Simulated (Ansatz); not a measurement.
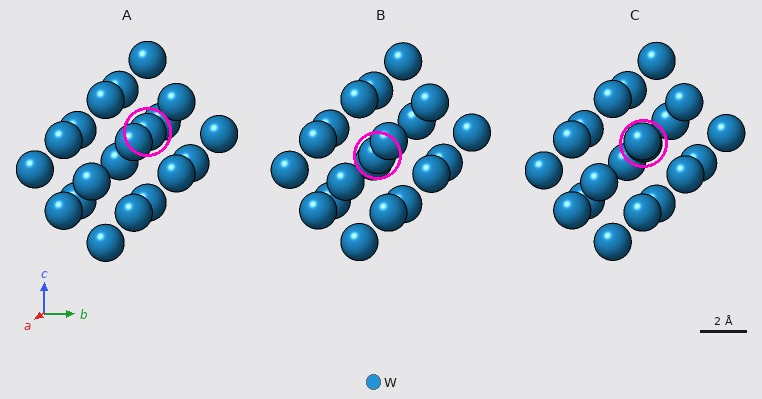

3 geometries from a converged minimum-energy path of W with a W vacancy (15 atoms in the cell), shuffled. The picture is a spheres-only view of the atoms within 4.3 Å of the middle of the path, seen slightly off an axis. The moving atom is ringed, with any periodic copies.

Method: DFT PBE-D3(BJ), scalar-relativistic, plane waves, PAW (Ansatz). Run with plane-wave cutoff 420 eV; k-point mesh 3 × 3 × 3; Gaussian smearing 0.05 eV; 3 movable images; climbing image; force threshold 0.03 eV/Å; iteration limit 65; spring constant 2.0 eV/Å²; starting path by image-dependent pair potential.

**Which frame is the transition state?**

B. In order along the path, whose images run from 0 to 4: B (image 2, +1.52 eV), C (image 3, +1.35 eV), A (image 4, 0.00 eV). It is a vacancy jump: a nearby atom moves into the empty site and leaves its own site empty. A W atom travels furthest, 2.68 Å from end to end, along [−1 1 1], on a straight line. At the highest image its nearest neighbour (W) is 2.66 Å away, against 2.73 Å at the start, and the surrounding atoms stand up to 0.09 Å off the mean of their end positions.

Limits of the set-up: the periodic images lie only 6.3 Å apart, so the values are limited by the cell's size.

PAW datasets: the set soft_1.
